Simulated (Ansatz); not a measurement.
**Fields on a plane of VBiO4 (scheelite type, space group I4_1/a)**

```yaml
crystal:
  lattice:
    - [-2.58302, 2.58302, 5.88974]
    - [2.58302, -2.58302, 5.88974]
    - [2.58302, 2.58302, -5.88974]
  atoms:
    - { symbol: Bi, position: [0.75000, 0.25000, 0.50000] }
    - { symbol: Bi, position: [0.00000, 0.00000, 0.00000] }
    - { symbol: V, position: [0.25000, 0.75000, 0.50000] }
    - { symbol: V, position: [0.50000, 0.50000, 0.00000] }
    - { symbol: O, position: [0.07895, 0.96647, 0.38925] }
    - { symbol: O, position: [0.57722, 0.68970, 0.61075] }
    - { symbol: O, position: [0.71647, 0.82722, 0.38752] }
    - { symbol: O, position: [0.43970, 0.32895, 0.61248] }
    - { symbol: O, position: [0.67105, 0.28353, 0.11075] }
    - { symbol: O, position: [0.17278, 0.56030, 0.88925] }
    - { symbol: O, position: [0.03353, 0.42278, 0.11248] }
    - { symbol: O, position: [0.31030, 0.92105, 0.88752] }
```

The slice is a (1 0 -1) plane (indices of the conventional cell) through the point (0.079, 0.967, 0.389) (fractional), spanned by u = [101] and v = [121] in vectors of this cell: u (5.17 Å) and v (12.86 Å, at 90° to u). It covers one period; positions are fractions (u, v).

Atoms on it: O at (0.00, 0.00); O at (0.50, 0.50). Other atoms lie within 1 Å of the plane.

Computed with PBE (plane waves to 420 eV, PAW, scalar-relativistic; Ansatz, a first-principles code). k mesh 7×7×7. Inside the PAW spheres the values are not all-electron values, and peaks at nuclei hang on which shells count as valence. Spin-orbit coupling is left out, though Bi is heavy. The PAW data are Ansatz's earlier set. This is one of several known forms of VBiO4; the measured ambient cells at hand have space group No. 15 or 60. VBiO4 is run without spin polarisation. VBiO4 was relaxed with its symmetry unable to fall.

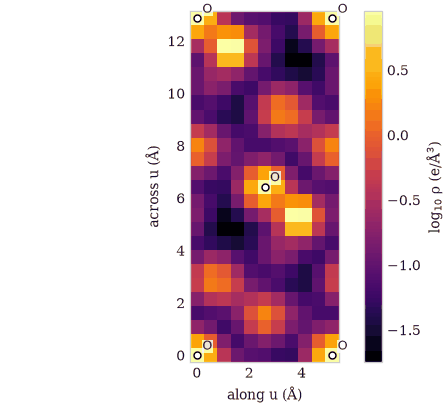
Log₁₀ of the valence density in e/Å³, one period of the plane, atoms marked. The scale is logarithmic, as a density can span decades between atoms and voids.

| v \ u | 0.00 | 0.10 | 0.20 | 0.30 | 0.40 | 0.50 | 0.60 | 0.70 | 0.80 | 0.90 |
|---|---|---|---|---|---|---|---|---|---|---|
| 0.88 | 0.06 | 0.13 | 0.62 | 0.57 | 0.12 | 0.09 | 0.03 | 0.01 | 0.01 | 0.03 |
| 0.75 | 0.04 | 0.12 | 0.10 | 0.02 | 0.16 | 0.71 | 0.80 | 0.53 | 0.11 | 0.03 |
| 0.62 | 0.81 | 0.71 | 0.17 | 0.10 | 0.04 | 0.04 | 0.05 | 0.05 | 0.23 | 0.76 |
| 0.50 | 0.05 | 0.03 | 0.03 | 0.50 | 0.81 | x | 0.79 | 0.36 | 0.04 | 0.04 |
| 0.38 | 0.09 | 0.03 | 0.01 | 0.01 | 0.03 | 0.06 | 0.13 | 0.62 | 0.57 | 0.12 |
| 0.25 | 0.71 | 0.80 | 0.53 | 0.11 | 0.03 | 0.04 | 0.12 | 0.10 | 0.02 | 0.16 |
| 0.12 | 0.04 | 0.05 | 0.05 | 0.23 | 0.76 | 0.81 | 0.71 | 0.17 | 0.10 | 0.04 |
| 0.00 | x | 0.79 | 0.36 | 0.04 | 0.04 | 0.05 | 0.03 | 0.03 | 0.50 | 0.81 |

Values: electron localisation function (ELF). Points within 0.3 Å of a nucleus are blanked (x), as the pseudised field means little there.
